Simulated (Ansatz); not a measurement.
# Li(100) with 4 thermally displaced layers, 2x2: scattering by thermal displacements, part 2 of 3

Wanted: the phonon-limited resistivity of Li at 300 K by the Landauer route.

Ansatz 0.2.0; Ansatz plane-wave DFT, PBE, PAW files; ballistic transport by layer matching (Landauer), zero bias; PAW set soft_1.

So far. Step 2 (With 4 displaced layers): Over the solved energies the transmission per spin lies between 4.25 and 4.44, out of 4.84 channels of the lead on average (up to 4.92).

## 3. With 8 displaced layers

System of this step: Li(100) with 8 thermally displaced layers, 2x2. The cell holds 72 atoms: 72 Li. Its edges and angles: a = 7.020 Å, b = 7.020 Å, c = 31.590 Å, α = 90.0°, β = 90.0°, γ = 90.0°. It derives from Li. Regions: lead, 40 atoms (40 Li); scattering region, 32 atoms (32 Li). The structure is stacked along c, and the current runs across the ab planes.

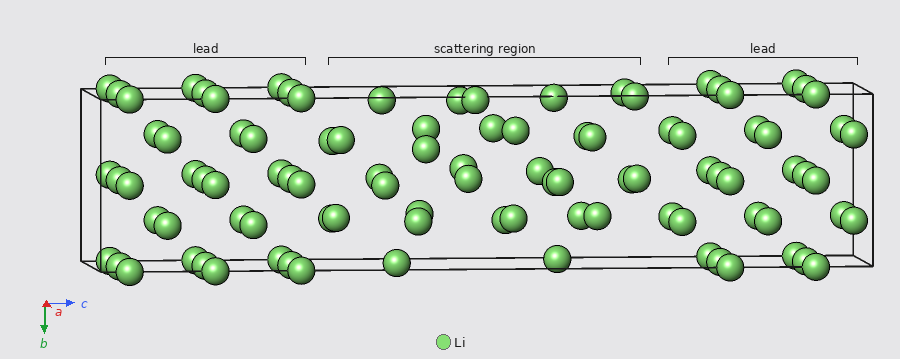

The cell of this step (lithium green). Some periodic images of atoms are drawn too.

The input, input.yaml:

```yaml
crystal:
  lattice:
    - [7.02, 0.0, 0.0]
    - [0.0, 7.02, 0.0]
    - [0.0, 0.0, 31.59]
  atoms:
    - { symbol: Li, position: [0.0, 0.0, 0.0277777778] }
    - { symbol: Li, position: [0.0, 0.5, 0.0277777778] }
    - { symbol: Li, position: [0.5, 0.0, 0.0277777778] }
    - { symbol: Li, position: [0.5, 0.5, 0.0277777778] }
    - { symbol: Li, position: [0.25, 0.25, 0.0833333333] }
    - { symbol: Li, position: [0.25, 0.75, 0.0833333333] }
    - { symbol: Li, position: [0.75, 0.25, 0.0833333333] }
    - { symbol: Li, position: [0.75, 0.75, 0.0833333333] }
    - { symbol: Li, position: [0.0, 0.0, 0.1388888889] }
    - { symbol: Li, position: [0.0, 0.5, 0.1388888889] }
    - { symbol: Li, position: [0.5, 0.0, 0.1388888889] }
    - { symbol: Li, position: [0.5, 0.5, 0.1388888889] }
    - { symbol: Li, position: [0.25, 0.25, 0.1944444444] }
    - { symbol: Li, position: [0.25, 0.75, 0.1944444444] }
    - { symbol: Li, position: [0.75, 0.25, 0.1944444444] }
    - { symbol: Li, position: [0.75, 0.75, 0.1944444444] }
    - { symbol: Li, position: [0.0, 0.0, 0.25] }
    - { symbol: Li, position: [0.0, 0.5, 0.25] }
    - { symbol: Li, position: [0.5, 0.0, 0.25] }
    - { symbol: Li, position: [0.5, 0.5, 0.25] }
    - { symbol: Li, position: [0.3102300932, 0.2939649696, 0.3082105584] }
    - { symbol: Li, position: [0.2096049427, 0.7498510948, 0.3104325515] }
    - { symbol: Li, position: [0.7069290469, 0.2632092462, 0.3087490415] }
    - { symbol: Li, position: [0.7732692644, 0.7104139903, 0.3006397232] }
    - { symbol: Li, position: [0.985409621, 0.9608925876, 0.3740329906] }
    - { symbol: Li, position: [0.9834213081, 0.5109977176, 0.3591901585] }
    - { symbol: Li, position: [0.5529367635, 0.0441407228, 0.3658163298] }
    - { symbol: Li, position: [0.4263349041, 0.5017393702, 0.3661902612] }
    - { symbol: Li, position: [0.2835632376, 0.2293428738, 0.4302025101] }
    - { symbol: Li, position: [0.2058569377, 0.7278845897, 0.4236132152] }
    - { symbol: Li, position: [0.7516399349, 0.316941584, 0.4180671883] }
    - { symbol: Li, position: [0.7288318156, 0.7373777503, 0.4085604697] }
    - { symbol: Li, position: [0.9572861312, 0.0210751598, 0.4765397417] }
    - { symbol: Li, position: [0.0432781357, 0.4747729255, 0.4847707137] }
    - { symbol: Li, position: [0.4903923993, 0.0526337267, 0.4690070274] }
    - { symbol: Li, position: [0.4754122059, 0.5083505245, 0.4798849557] }
    - { symbol: Li, position: [0.2553826788, 0.2304253036, 0.5178137674] }
    - { symbol: Li, position: [0.2031460594, 0.7668050893, 0.5351304217] }
    - { symbol: Li, position: [0.7445075005, 0.2140831244, 0.5342636659] }
    - { symbol: Li, position: [0.7071954074, 0.7261615638, 0.5323913607] }
    - { symbol: Li, position: [0.9247759827, 0.0129166444, 0.5790122849] }
    - { symbol: Li, position: [0.0036533076, 0.4974692375, 0.5848348546] }
    - { symbol: Li, position: [0.5232067225, 0.9746470933, 0.5938899032] }
    - { symbol: Li, position: [0.5242738955, 0.528206657, 0.5919871852] }
    - { symbol: Li, position: [0.2763297035, 0.2782182247, 0.6394504788] }
    - { symbol: Li, position: [0.2023018102, 0.7454853344, 0.6331721135] }
    - { symbol: Li, position: [0.7024366059, 0.2586402833, 0.6346650972] }
    - { symbol: Li, position: [0.7155728148, 0.7151316405, 0.6408829772] }
    - { symbol: Li, position: [0.0119906898, 0.0442108099, 0.6943410714] }
    - { symbol: Li, position: [0.0348295356, 0.5468788336, 0.7029891014] }
    - { symbol: Li, position: [0.4209260005, 0.0410758784, 0.6969675041] }
    - { symbol: Li, position: [0.5141670149, 0.5124104292, 0.6972879728] }
    - { symbol: Li, position: [0.25, 0.25, 0.75] }
    - { symbol: Li, position: [0.25, 0.75, 0.75] }
    - { symbol: Li, position: [0.75, 0.25, 0.75] }
    - { symbol: Li, position: [0.75, 0.75, 0.75] }
    - { symbol: Li, position: [0.0, 0.0, 0.8055555556] }
    - { symbol: Li, position: [0.0, 0.5, 0.8055555556] }
    - { symbol: Li, position: [0.5, 0.0, 0.8055555556] }
    - { symbol: Li, position: [0.5, 0.5, 0.8055555556] }
    - { symbol: Li, position: [0.25, 0.25, 0.8611111111] }
    - { symbol: Li, position: [0.25, 0.75, 0.8611111111] }
    - { symbol: Li, position: [0.75, 0.25, 0.8611111111] }
    - { symbol: Li, position: [0.75, 0.75, 0.8611111111] }
    - { symbol: Li, position: [0.0, 0.0, 0.9166666667] }
    - { symbol: Li, position: [0.0, 0.5, 0.9166666667] }
    - { symbol: Li, position: [0.5, 0.0, 0.9166666667] }
    - { symbol: Li, position: [0.5, 0.5, 0.9166666667] }
    - { symbol: Li, position: [0.25, 0.25, 0.9722222222] }
    - { symbol: Li, position: [0.25, 0.75, 0.9722222222] }
    - { symbol: Li, position: [0.75, 0.25, 0.9722222222] }
    - { symbol: Li, position: [0.75, 0.75, 0.9722222222] }
kpoints:
  mp_grid: { grid: [3, 3, 1] }
hamiltonian:
  xc: pbe
  pseudopotentials: { kind: paw, azcp: { folder: soft_1 } }
scf:
  occupations: { method: fermi_dirac, width: 0.1 }
output:
  transmission: { leads: [[0, 4]], kmesh: [6, 6], e_range: [-0.05, 0.05], de: 0.05 }
  write_potential: true
  write_density: true
  volumetric_format: npy
```

Command:

```bash
> ansatz run input.yaml --threads 4 --pin off --max-ram 15360MiB --backend cpu --events-out ev --progress --plain --runs-dir out
```

Numbers of over 12 decimals in the logs are rounded to 6 here.

The program printed:

```text
[...]
Crystal: 72 atoms, lattice volume = 1556.768 Å³
Basis set: ecut = 420 eV, 30501 PW (Γ)
Bands: 180, of which v1, the nominal top of the filled ones, is band 108 counted from 1 (107 counted from 0)
Symmetry: 1 space group operations
[...]
k-points: 5 of 9 (time reversal used)
[...]
SCF iter   1: F=—  HF=-14736.644124 eV  |F-HF|=—  |Δ(HF+E_count)|=         —  Δρ=6.73e-3  dr2=7.06e0  ethr=3.10e-3  ⟨swp⟩=10.6  Hψ=5598  notcnv=0  defer=113
[...]
SCF iter   8: F=-14735.049444 eV  HF=-14735.049445 eV  |F-HF|=1.97e-8  |Δ(HF+E_count)|=   6.69e-8  Δρ=1.07e-6  dr2=5.68e-8  ethr=4.63e-11  ⟨swp⟩=12.6  Hψ=4044  notcnv=0
SCF 1 converged in 8 iterations: F = -14735.049444 eV  dr2 = 5.68e-8
[...]
transmission: 81 of 800 steps passed
transmission: 165 of 800 steps passed
[...]
transmission: 800 of 800 steps passed
SCF converged after 8 iterations
Free energy (F): -14735.049444 eV
[...]
Internal energy: -14734.019060 eV  (E = F + TS)
E sigma→0 (E₀):  -14734.534252 eV
Entropy (-TS):   -1.030385 eV (-14.311 meV/atom)
Fermi energy:    0.755126 eV
[...]
--- Band table (eV; the first three rows and the last of 5) ---
  k-point 0: bands = [... 104 lower, 0.4822, 0.5139, 0.5458, 0.5511, 0.5789, 0.6006, 0.6400, 0.9309, ... 68 higher]
  k-point 1: bands = [... 104 lower, 0.6453, 0.6642, 0.6831, 0.6951, 0.8015, 0.8136, 0.8283, 0.8737, ... 68 higher]
  k-point 2: bands = [... 104 lower, 0.6448, 0.6604, 0.6837, 0.6969, 0.7948, 0.8173, 0.8407, 0.8625, ... 68 higher]
  k-point 4: bands = [... 104 lower, 0.4279, 0.4534, 0.6626, 0.7109, 1.1449, 1.1722, 1.2288, 1.2460, ... 68 higher]
--- Transmission ---
  basis      : 437 plane waves across, 40 finite elements along
  points     : 20, standing for a mesh of 6 x 6
[...]
channels       : 4.916667e0 a spin
[...]
junction   : crystal 0 to crystal 0, 0.70 to 30.53 Å
    transmission   : 3.953858e0 a spin
[...]
```

Wall time 17 min (4 threads of Arm Neoverse V1, shared host); peak memory 4.9 GiB.

This step gave:

| Property | Result |
| --- | --- |
| free energy | -14735.0494 eV |
| energy at zero smearing | -14734.5343 eV |
| Fermi energy | 0.7551 eV |
| transmission per spin nearest the Fermi level | 3.954 |
| step of the lead's potential | 12.4 meV |

Per spin. Transmission, zone mean against energy, zero at the Fermi level:

```
energy (eV)  transmission, zone mean
    -0.0500                     3.90
     0.0000                     3.95
     0.0500                     4.08
```

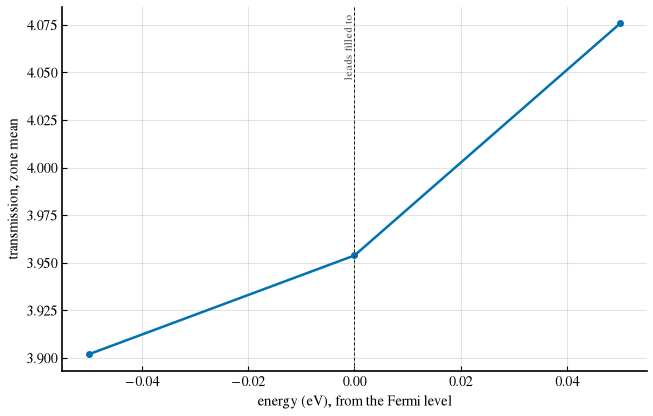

Transmission, zone mean, plotted against energy.

Over the solved energies the transmission per spin lies between 3.90 and 4.08, out of 4.84 channels of the lead on average (up to 4.92).

(Continued in part 3 of 3.)

[Logs are printed without paths, hosts, clocks, repeated set-up lines and the standing remarks that a program may print on its own settings, such as how far it seeks lower states.]

[Hosts, paths, dates, database ids (printed as entryN), source tags and the programs' standing remarks are cut or masked in the printed files.]
